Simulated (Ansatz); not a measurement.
Start from MoS2 (space group P6_3/mmc, No. 194; a = 3.109 Å, c = 11.709 Å; layered, stacked along the Cartesian z axis). Axes: x lies along a and z along c of the hexagonal cell.

It is then changed as follows: the cell is compressed by 1.20 % along x with no lateral relaxation, atoms relaxed at fixed cell.

Level of theory: PBEsol-D3(BJ) (Ansatz, a first-principles code; PAW; 420 eV plane waves; without spin-orbit coupling).

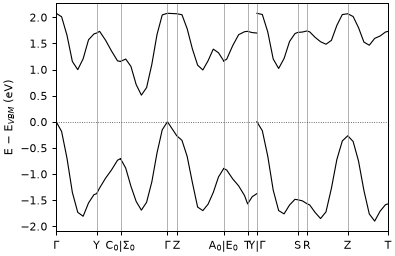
Figure. Highest valence and lowest conduction band along the path of the changed cell's own zone

Q: From the figure, how large is the changed gap, and is it direct?

A: About 0.51 eV, indirect, Γ → Σ₀–Γ (44 % along).

The cells carry an imposed strain or load. No phonon test of stability was made. Labels are those of the standard path for the cell's own space group.
